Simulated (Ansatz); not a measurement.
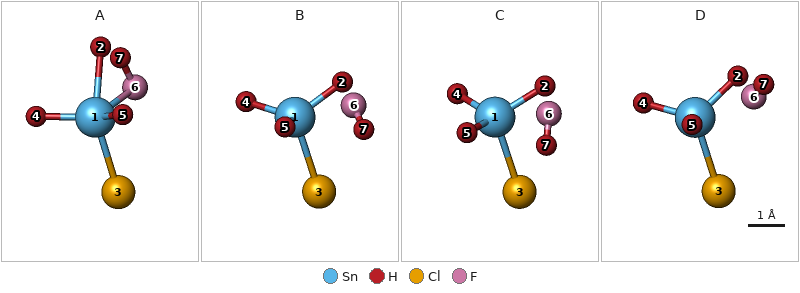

4 geometries from a converged minimum-energy path of SnH4ClF, shuffled. Style: ball-and-stick. Shown from a free direction.

Theory: RKS B3LYP-D4/def2-SVP in Ansatz. Run with 7 movable images; climbing image; force threshold 0.03 eV/Å; iteration limit 60; starting path through a guess of the saddle point.

One of them is the converged climbing image. Which?

Answer. A. In order along the path, whose images run from 0 to 8: C (image 0, 0.0 kcal/mol), B (image 1, +3.5 kcal/mol), D (image 2, +7.6 kcal/mol), A (image 4, +30.4 kcal/mol). Breaking: F6–H7 (0.94 → 1.13 at the top → 2.31 Å), Sn1–H2 (1.71 → 2.02 at the top → 4.20 Å). Forming: H2–H7 (3.20 → 1.06 at the top → 0.76 Å), Sn1–F6 (3.10 → 2.22 at the top → 1.95 Å).
